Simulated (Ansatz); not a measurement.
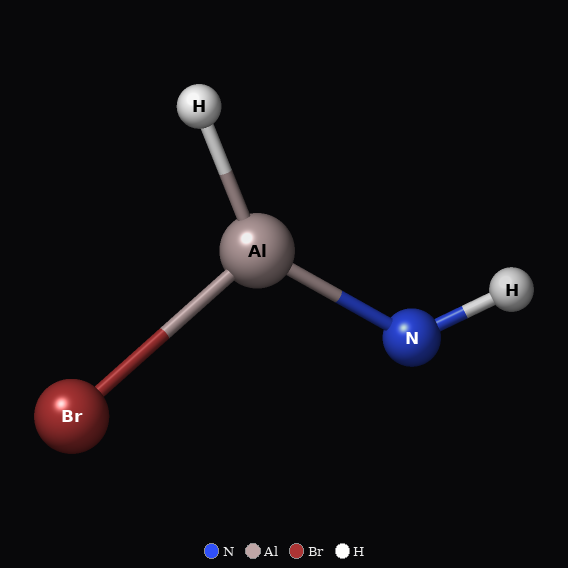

The species has charge −1 and is a spin singlet. Geometry: atoms displaced at random (about 0.1 Å) from a stationary point of GFN2-xTB. Properties computed with RKS PBE0-D4/def2-TZVPPD (Ansatz 0.2.0).

Q: Estimate the HOMO energy (Kohn–Sham orbital).

A: −0.88 eV.
